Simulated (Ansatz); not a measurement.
# CH5GaN2 (SMILES N=[C](N)[GaH2]): wB97-D3(BJ)-ATM/aug-cc-pVDZ (damping of r2scan)

Aim: the vertical electron affinity of CH5GaN2 at wB97-D3(BJ)-ATM/aug-cc-pVDZ (damping of r2scan), from 2 runs. 

The results are computed with Ansatz 0.2.0.

### 1 The molecule

The species is CH5GaN2 (9 atoms), typed as a singlet with charge 0. As SMILES, `N=[C](N)[GaH2]`. The coordinates come from a PBE0-D4/def2-TZVP relaxation.

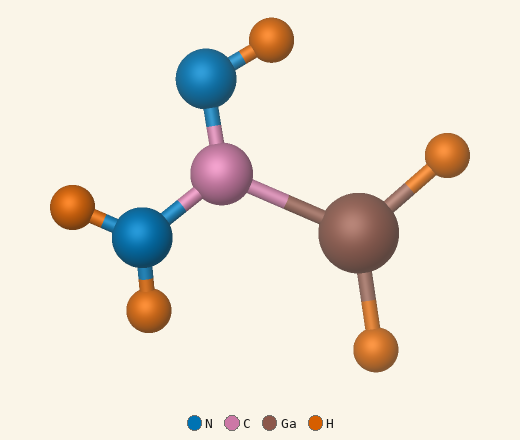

Viewed from a chosen angle; nitrogen blue, carbon pink, gallium brown, hydrogen orange.

### 2 The energy at wB97-D3(BJ)-ATM/aug-cc-pVDZ (damping of r2scan)

job.yaml

```yaml
basis:
  gaussian:
    orbitals: aug-cc-pVDZ
crystal:
  periodic: [false, false, false]
  atoms:
    - {symbol: N, position_ang: [-0.235900, 0.505800, -1.598300]}
    - {symbol: C, position_ang: [0.147300, 0.250700, -0.403900]}
    - {symbol: "N", position_ang: [1.293000, 0.827100, 0.065600]}
    - {symbol: Ga, position_ang: [-0.835500, -1.007100, 0.790500]}
    - {symbol: H, position_ang: [-1.068100, -0.023100, -1.839200]}
    - {symbol: H, position_ang: [1.474700, 0.850900, 1.051500]}
    - {symbol: H, position_ang: [1.707400, 1.555900, -0.497300]}
    - {symbol: H, position_ang: [-2.048700, -1.751300, 0.133000]}
    - {symbol: H, position_ang: [-0.434100, -1.209000, 2.298100]}
total_charge: 0
hamiltonian:
  xc: {name: wB97}
  dispersion: {method: d3bjatm, functional: r2scan}
output: {orbitals: {seedname: orbitals}}
```

Launch:

```
$ ansatz run job.yaml --threads 1 --pin off --max-ram 2610MiB --events-out events.jsonl --progress --plain --runs-dir runs
```

What it wrote:

```text
Warning: RAYON_NUM_THREADS=1 ignored (pool sized by the plan → 1); use --threads N
Functional definition: wB97
  name "wB97"
  parameter omega = 0.4/bohr
  parameter cx1 = 1.13116
  parameter cx2 = -2.74915
  parameter cx3 = 12.0900
  parameter cx4 = -5.71642
  parameter css1 = -2.55352
  parameter css2 = 11.8926
  parameter css3 = -26.9452
  parameter css4 = 17.0927
  parameter cos1 = 3.99051
  parameter cos2 = -17.0066
  parameter cos3 = 1.07292
  parameter cos4 = 8.88211
  exchange = spin_sum(e_x_unif_sr(omega)*poly(b97_u_x, 1, cx1, cx2, cx3, cx4)) + exact_x_lr(omega)
  correlation = spin_sum(e_c_pw_same_spin*poly(b97_u_same, 1, css1, css2, css3, css4))
      + integral(e_c_pw_opposite_spin*poly(b97_u_opposite, 1, cos1, cos2, cos3, cos4))
1454 factors; their error is unknown
753 factors; integrals over basis functions are off by at most 9.6e-6 eV
mean field evaluation 1: about -56472.3739 eV, gradient 5.4e1 eV
mean field evaluation 2: about -56473.4875 eV, gradient 5.0e1 eV
mean field evaluation 4: about -56478.7316 eV, gradient 3.5e0 eV
mean field evaluation 8: about -56478.7596 eV, gradient 7.6e-2 eV
mean field evaluation 16: about -56478.7225 eV, gradient 7.2e-5 eV
mean field -56478.72246540 eV, -2075.5547679505 hartree, gradient 2.8e-5 eV, S^2 0.000000; 0 other end points of the search recorded, 0 dependent functions left out
reference -56478.72244695 eV, -2075.5547672724 hartree; 28, 28 occupied and 122, 122 virtual orbitals, 1454 factors
Total energy: -56478.76707547 eV, -2075.5564073403 hartree
```

Run time: 16 s. Hardware: 1 thread of Arm Neoverse V2, shared host; peak memory 0.39 GiB.

### 3 The doublet anion

job.yaml: that of step 2 with these lines changed.

```diff
@@ -15,3 +15,3 @@
     - {symbol: H, position_ang: [-0.434100, -1.209000, 2.298100]}
-total_charge: 0
+output: {orbitals: {seedname: orbitals}}
 hamiltonian:
@@ -19,2 +19,5 @@
   dispersion: {method: d3bjatm, functional: r2scan}
-output: {orbitals: {seedname: orbitals}}
+total_charge: -1
+magnetization:
+  spin_polarized: true
+  initial_magnetization: 1
```

Launch:

```
$ ansatz run job.yaml --threads 1 --pin off --max-ram 2610MiB --events-out events.jsonl --progress --plain --runs-dir runs
```

What it wrote (excerpt; [...] marks lines left out):

```text
Warning: RAYON_NUM_THREADS=1 ignored (pool sized by the plan → 1); use --threads N
[... 2 set-up lines as earlier in the session ...]
[...]
      + integral(e_c_pw_opposite_spin*poly(b97_u_opposite, 1, cos1, cos2, cos3, cos4))
1454 factors; their error is unknown
753 factors; integrals over basis functions are off by at most 9.6e-6 eV
[...]
mean field -56478.92092956 eV, -2075.5620613737 hartree, gradient 6.9e-5 eV, S^2 0.753108; 4 other end points of the search recorded, 0 dependent functions left out
reference -56478.92092384 eV, -2075.5620611637 hartree; 29, 28 occupied and 121, 122 virtual orbitals, 1454 factors
Total energy: -56478.96555236 eV, -2075.5637012315 hartree
```

It took 42 s on 1 thread of Arm Neoverse V2, shared host; peak memory 0.56 GiB.

### 4 Summary of results

At wB97-D3(BJ)-ATM/aug-cc-pVDZ (damping of r2scan):

| quantity | value |
| --- | --- |
| singlet CH5GaN2: total energy | -2075.55641 Eh |
| singlet CH5GaN2: HOMO energy | -9.46 eV |
| singlet CH5GaN2: LUMO energy | -0.08 eV |
| singlet CH5GaN2: HOMO–LUMO gap | 9.37 eV |
| singlet CH5GaN2: dispersion energy | -4.31 kJ/mol |
| doublet anion: total energy | -2075.56370 Eh |
| doublet anion: HOMO energy (highest over α and β) | -0.37 eV |
| doublet anion: LUMO energy (lowest over α and β) | 3.15 eV |
| doublet anion: dispersion energy | -4.31 kJ/mol |
| doublet anion: ⟨S²⟩ | 0.753 |
| vertical electron affinity (to the doublet anion) | 0.198 eV |

**Reading.** At fixed nuclei the extra electron is bound by 0.20 eV (19.2 kJ/mol).
